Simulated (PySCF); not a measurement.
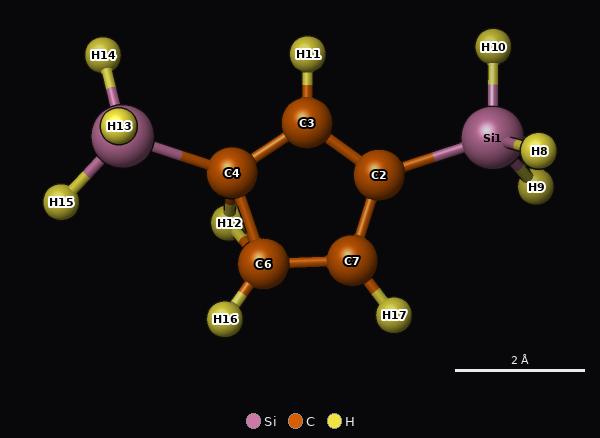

Figure 1. The starting structure (ball-and-stick view, seen at a tilt; atoms are numbered from 1 in the order of the input). Bond lengths as drawn: C–C 1.39 to 1.51 Å, C–H 1.08 to 1.28 Å, C–Si 1.87 Å and H–Si 1.46 to 1.47 Å.

**Run report: C$_{5}$H$_{10}$Si$_{2}$, saddle-point search**

- system: C$_{5}$H$_{10}$Si$_{2}$
- method: PBE0-D3(BJ)/def2-SVP saddle search from the GFN2-xTB point and Hessian, gas phase (PySCF 2.14.0)

### Output
```
step      E/eV     max force
  0    -21079.50850   0.7634
  1    -21079.61376   0.1690
  2    -21079.61513   0.1332
  3    -21079.61658   0.0505
  4    -21079.61707   0.0222
  5    -21079.61705   0.0708
  6    -21079.61741   0.0099
```

### Trajectory as extended XYZ (Å, eV, eV/Å), 7 frames, from step=0 to step=6
```
17
Properties=species:S:1:pos:R:3:forces:R:3 step=0 energy=-21079.50850
Si   -1.3192   -0.0383    2.7214    0.2480   0.1230  -0.6550
C    -0.4882    0.2284    1.0651   -0.0340   0.0490   0.5570
C    -0.2712   -0.7380    0.0886   -0.0590  -0.1290  -0.1610
C     0.3709   -0.1819   -1.0322    0.5640   0.2240  -0.1120
Si    1.2100   -1.0894   -2.4369   -0.4000   0.4500   0.4630
C     0.5502    1.2721   -0.6798    0.4160  -0.6250   0.1380
C     0.0314    1.4427    0.5994   -0.2100  -0.0060   0.1150
H    -0.3245   -0.0235    3.7998    0.3270   0.0000   0.4470
H    -2.2961    1.0310    2.9599   -0.3540   0.3690   0.1620
H    -2.0100   -1.3310    2.7096   -0.2510  -0.4960   0.0470
H    -0.5568   -1.7716    0.1676   -0.2500  -0.5720  -0.0270
H    -0.3390    0.7922   -1.4623   -0.5230   0.1240  -0.2710
H     2.5214   -1.5768   -2.0072    0.5230  -0.2180   0.1190
H     0.3666   -2.2083   -2.8615   -0.2610  -0.4660  -0.1720
H     1.3729   -0.1439   -3.5480    0.1060   0.2920  -0.4270
H     1.1619    1.9673   -1.2285    0.1960   0.3080  -0.4240
H     0.0196    2.3691    1.1450   -0.0370   0.5710   0.1990
17
Properties=species:S:1:pos:R:3:forces:R:3 step=1 energy=-21079.61376
Si   -1.3361   -0.0358    2.7181    0.0350   0.0140  -0.0510
C    -0.4715    0.2332    1.0818   -0.0510   0.0050   0.1180
C    -0.2792   -0.7393    0.0902   -0.0220  -0.1510  -0.0100
C     0.3965   -0.1813   -1.0184    0.0280   0.1310  -0.1030
Si    1.1969   -1.0791   -2.4480   -0.0230   0.0350   0.0710
C     0.6062    1.2545   -0.6587    0.0320  -0.1010  -0.1160
C     0.0665    1.4471    0.6193    0.0020   0.0650   0.0760
H    -0.3707    0.0450    3.8545    0.0370   0.0040   0.0380
H    -2.3892    0.9962    2.9490   -0.0490   0.0400   0.0020
H    -1.9694   -1.3852    2.7308   -0.0270  -0.0640  -0.0040
H    -0.6213   -1.7722    0.1433   -0.0300  -0.0540  -0.0120
H    -0.3364    0.8194   -1.4484    0.0500  -0.0260   0.0640
H     2.5646   -1.5420   -2.0798    0.0680  -0.0200   0.0190
H     0.3742   -2.2580   -2.8309   -0.0520  -0.0700  -0.0200
H     1.3102   -0.1502   -3.6089   -0.0030   0.0490  -0.0550
H     1.2062    1.9508   -1.2427    0.0160   0.0440  -0.0500
H     0.0524    2.3970    1.1488   -0.0090   0.0990   0.0330
17
Properties=species:S:1:pos:R:3:forces:R:3 step=2 energy=-21079.61513
Si   -1.3457   -0.0385    2.7128    0.0280   0.0100  -0.0480
C    -0.4659    0.2377    1.0855   -0.0010  -0.0010   0.0240
C    -0.2743   -0.7382    0.0924    0.0020   0.0060  -0.0150
C     0.4049   -0.1774   -1.0159    0.0440  -0.0230   0.0200
Si    1.1971   -1.0815   -2.4460    0.0200  -0.0210  -0.0800
C     0.6203    1.2558   -0.6555    0.0380  -0.0110   0.0280
C     0.0799    1.4521    0.6259   -0.0120  -0.0110  -0.0060
H    -0.3846   -0.0171    3.8565    0.0250   0.0050   0.0290
H    -2.3692    1.0200    2.9606   -0.0320   0.0350   0.0050
H    -2.0227   -1.3679    2.6895   -0.0170  -0.0440  -0.0020
H    -0.6283   -1.7691    0.1386    0.0040   0.0000  -0.0030
H    -0.3226    0.8242   -1.4309   -0.0590   0.0250  -0.0370
H     2.6081   -1.4684   -2.1137   -0.1100   0.0220  -0.0320
H     0.4049   -2.3150   -2.7575    0.0710   0.0940   0.0190
H     1.2223   -0.1787   -3.6470    0.0030  -0.0890   0.0990
H     1.2149    1.9543   -1.2456   -0.0030  -0.0020  -0.0060
H     0.0609    2.4077    1.1503    0.0000   0.0040   0.0060
17
Properties=species:S:1:pos:R:3:forces:R:3 step=3 energy=-21079.61658
Si   -1.3389   -0.0388    2.7148    0.0040   0.0000   0.0020
C    -0.4627    0.2372    1.0866   -0.0130  -0.0020   0.0070
C    -0.2662   -0.7394    0.0954    0.0030  -0.0140   0.0010
C     0.4069   -0.1765   -1.0152   -0.0170  -0.0020  -0.0150
Si    1.1967   -1.0814   -2.4452    0.0000   0.0020   0.0110
C     0.6111    1.2584   -0.6595    0.0100   0.0340  -0.0360
C     0.0703    1.4548    0.6216    0.0110   0.0220   0.0140
H    -0.3764   -0.0035    3.8597    0.0020   0.0040   0.0010
H    -2.3717    1.0147    2.9590   -0.0060   0.0050  -0.0030
H    -2.0054   -1.3759    2.6985   -0.0010  -0.0080   0.0000
H    -0.6099   -1.7734    0.1454   -0.0030  -0.0030  -0.0010
H    -0.3347    0.8192   -1.4357    0.0240  -0.0050   0.0190
H     2.5775   -1.5253   -2.0912    0.0200  -0.0020   0.0030
H     0.3792   -2.2771   -2.8004   -0.0140  -0.0140   0.0000
H     1.2817   -0.1657   -3.6228   -0.0040   0.0140  -0.0150
H     1.1973    1.9608   -1.2548   -0.0130  -0.0190   0.0170
H     0.0454    2.4120    1.1438   -0.0020  -0.0120  -0.0060
17
Properties=species:S:1:pos:R:3:forces:R:3 step=4 energy=-21079.61707
Si   -1.3438   -0.0388    2.7128    0.0020   0.0030  -0.0090
C    -0.4606    0.2368    1.0879    0.0040   0.0000   0.0060
C    -0.2674   -0.7388    0.0946   -0.0010   0.0130  -0.0030
C     0.4081   -0.1759   -1.0150    0.0140  -0.0080   0.0030
Si    1.1934   -1.0814   -2.4477   -0.0050   0.0100   0.0050
C     0.6201    1.2576   -0.6551    0.0070  -0.0090   0.0160
C     0.0804    1.4528    0.6268   -0.0050  -0.0100  -0.0050
H    -0.3885    0.0074    3.8637   -0.0030   0.0030  -0.0030
H    -2.3856    1.0093    2.9459    0.0010  -0.0050  -0.0010
H    -2.0013   -1.3808    2.6952    0.0020   0.0000   0.0040
H    -0.6167   -1.7710    0.1411   -0.0030  -0.0060   0.0000
H    -0.3264    0.8233   -1.4296   -0.0170   0.0060  -0.0130
H     2.5872   -1.4994   -2.1097    0.0010  -0.0010  -0.0010
H     0.3863   -2.2924   -2.7777    0.0000  -0.0020   0.0010
H     1.2470   -0.1752   -3.6360   -0.0020  -0.0010   0.0010
H     1.2095    1.9578   -1.2481    0.0040   0.0040  -0.0040
H     0.0583    2.4086    1.1508    0.0020   0.0040   0.0040
17
Properties=species:S:1:pos:R:3:forces:R:3 step=5 energy=-21079.61705
Si   -1.3565   -0.0400    2.7050   -0.0020   0.0110   0.0100
C    -0.4540    0.2347    1.0906   -0.0110   0.0020  -0.0080
C    -0.2760   -0.7341    0.0878    0.0040   0.0020   0.0060
C     0.4114   -0.1714   -1.0149   -0.0210   0.0070  -0.0060
Si    1.1819   -1.0805   -2.4531    0.0100  -0.0220  -0.0440
C     0.6470    1.2543   -0.6402   -0.0190   0.0000  -0.0210
C     0.1084    1.4462    0.6425   -0.0030  -0.0150   0.0060
H    -0.4196    0.0558    3.8687   -0.0160   0.0020  -0.0090
H    -2.4355    0.9792    2.9047    0.0200  -0.0200  -0.0040
H    -1.9741   -1.4017    2.7000    0.0100   0.0120   0.0010
H    -0.6432   -1.7611    0.1230    0.0080   0.0150   0.0010
H    -0.3095    0.8434   -1.4206    0.0260  -0.0120   0.0130
H     2.6048   -1.4364   -2.1533   -0.0510   0.0090  -0.0180
H     0.4072   -2.3323   -2.7187    0.0350   0.0610   0.0080
H     1.1593   -0.2050   -3.6700    0.0070  -0.0440   0.0550
H     1.2459    1.9517   -1.2274    0.0050  -0.0040   0.0080
H     0.1026    2.3972    1.1759    0.0000  -0.0020   0.0020
17
Properties=species:S:1:pos:R:3:forces:R:3 step=6 energy=-21079.61741
Si   -1.3489   -0.0389    2.7095    0.0030  -0.0010  -0.0020
C    -0.4589    0.2354    1.0886    0.0000  -0.0010   0.0010
C    -0.2712   -0.7371    0.0915    0.0000  -0.0010  -0.0010
C     0.4094   -0.1742   -1.0149    0.0000  -0.0020  -0.0020
Si    1.1889   -1.0806   -2.4499    0.0010   0.0020   0.0060
C     0.6306    1.2560   -0.6489   -0.0020   0.0010   0.0010
C     0.0907    1.4496    0.6330    0.0020   0.0020   0.0000
H    -0.4013    0.0266    3.8652    0.0030   0.0040   0.0030
H    -2.4037    0.9981    2.9297   -0.0070   0.0020  -0.0010
H    -1.9914   -1.3881    2.6986    0.0010  -0.0050   0.0000
H    -0.6271   -1.7673    0.1337   -0.0020  -0.0020  -0.0010
H    -0.3194    0.8311   -1.4269    0.0020   0.0000   0.0010
H     2.5942   -1.4730   -2.1293    0.0040  -0.0020   0.0020
H     0.3963   -2.3074   -2.7535   -0.0060  -0.0060  -0.0010
H     1.2115   -0.1884   -3.6490   -0.0010   0.0070  -0.0070
H     1.2249    1.9550   -1.2386    0.0020   0.0010   0.0000
H     0.0753    2.4033    1.1613    0.0010   0.0010   0.0010
```

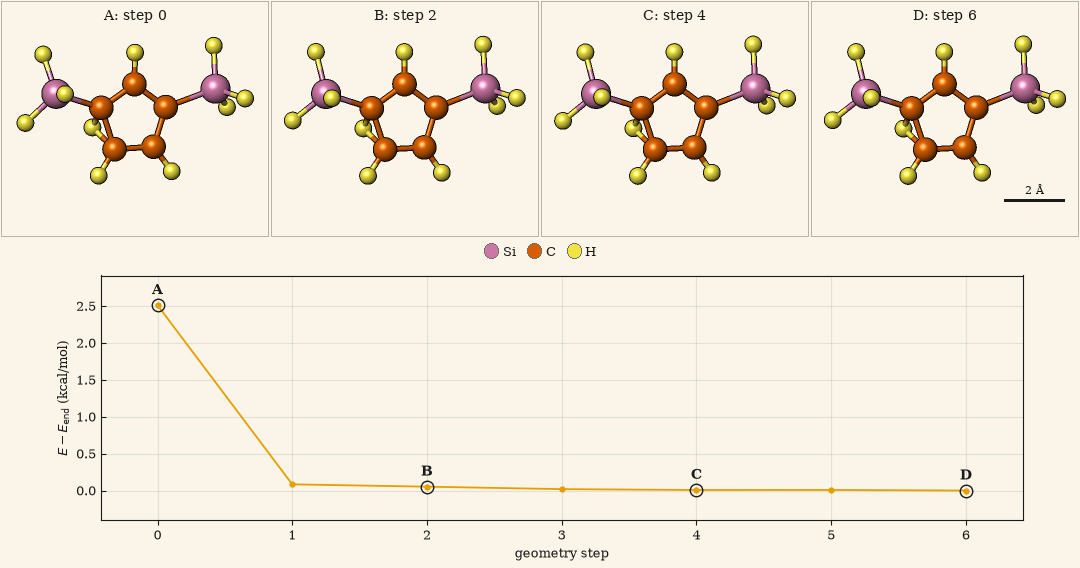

Figure 2. Frames of the saddle-point search (ball-and-stick view, seen at a tilt) above the curves, on which the letters mark them (steps are counted from 0).

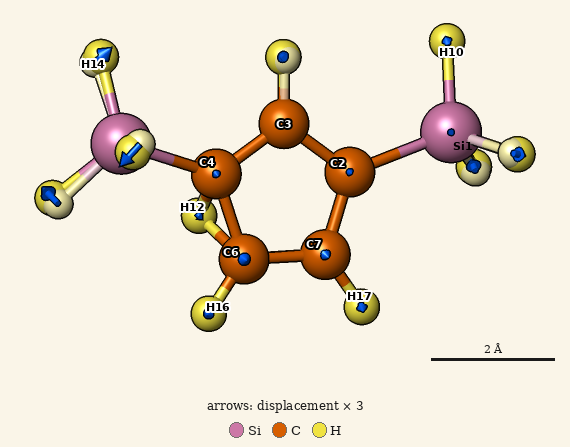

Figure 3. Start (faint) and end (solid) with the displacements as blue arrows, magnified 3 times (ball-and-stick view, seen at a tilt). The two geometries are laid on each other by the best rigid fit. H15 moves most after the best rigid fit: 0.20 Å. By element the largest moves are H 0.20 Å, C 0.09 Å, Si 0.03 Å. Distances before and after: Si5–H13 1.464 → 1.494 Å, Si1–H8 1.467 → 1.496 Å, Si1–H10 1.466 → 1.494 Å, C4–H12 1.280 → 1.308 Å. Among the angles that change: H12–C6–H16 109.0° → 106.5°, C7–C6–H12 110.5° → 108.1°, C4–H12–C6 72.2° → 69.8°. Over 6 geometry steps the energy falls by 2.51 kcal/mol. The largest force component goes from 0.66 to 0.007 eV/Å. (Atoms are counted from 1 in the order of the input.)

The run was set up as follows.

### Input
```
{"job": {"xc": "PBE0", "basis": "def2-SVP", "kind": "refine"}, "charge": 0, "multiplicity": 1}
Si    -1.319233    -0.038344     2.721386
C     -0.488195     0.228366     1.065123
C     -0.271186    -0.738040     0.088599
C      0.370877    -0.181937    -1.032163
Si     1.209979    -1.089366    -2.436863
C      0.550229     1.272052    -0.679845
C      0.031414     1.442723     0.599373
H     -0.324514    -0.023516     3.799768
H     -2.296090     1.031049     2.959916
H     -2.009991    -1.330991     2.709639
H     -0.556783    -1.771570     0.167586
H     -0.338996     0.792236    -1.462260
H      2.521383    -1.576834    -2.007214
H      0.366621    -2.208287    -2.861489
H      1.372937    -0.143887    -3.547997
H      1.161920     1.967260    -1.228524
H      0.019628     2.369083     1.144964
```

The first line tells a small driver script what to run in PySCF; the rest is the geometry in Å.

Launch command:
```bash
OMP_NUM_THREADS=1 python <driver script> task.json out
```

### Results in brief

- outcome: converged
- total energy: −774.661658 hartree
- hardware: 1 CPU thread, shared host
- wall time: 1.8 min
- peak memory: 0.65 GiB
